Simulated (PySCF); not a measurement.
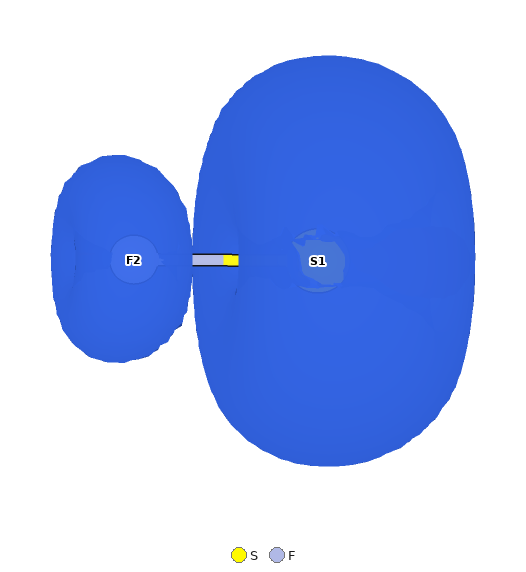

Figure 1: SF (charge +1, triplet). Isosurfaces of the spin density (α minus β) at +0.02 (blue) and −0.02 e/Å³ (red), seen from one side.

The calculation used PBE0/def2-TZVPPD, non-relativistic Hamiltonian with scalar-relativistic core potentials where named, at a bond length of 1.507 Å in PySCF 2.14.0.

```yaml
atoms:
  - { symbol: S, position_ang: [0.0000, 0.0000, -0.5617] }
  - { symbol: F, position_ang: [0.0000, 0.0000, 0.9453] }
```

Where is the unpaired spin?

Answer. The unpaired spin (2 electrons) lies mostly on S1 (about 1.7) and F2 (about 0.3), in electrons by Hirshfeld's partition.
